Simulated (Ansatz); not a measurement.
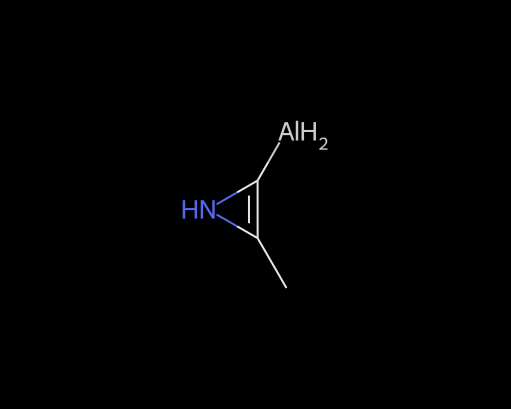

Simulated data, not a measurement (program: Ansatz).

Skeletal drawing of a molecule.

### Give its SMILES.

CC1=[C]([AlH2])N1

### Give the formula, hydrogens included.

C3H6AlN.

### An optimisation with PBE0-D4/def2-TZVP gave a structure of which point group?

C1.
